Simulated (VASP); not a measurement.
Band structure of ZrB (relaxed from the NiAs type structure, space group P6_3/mmc). These are PBEsol GGA, VASP's PBE PAW potentials (set 64) (plane waves; VASP) values and carry that method's errors.

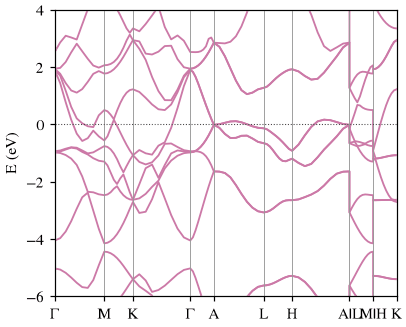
Bands along high-symmetry lines, zero at the valence-band maximum or, without a gap, the Fermi level

Problem. Read the plot: is there a gap, and where are the band edges?

Solution. It has no gap at this level: it comes out as a metal or semimetal. (Edges off the drawn lines would not show.)

The structure was generated: ZrB was put into the NiAs type type (P6_3/mmc), which need not be its known phase. It was relaxed first, which changed the volume by -29 %.
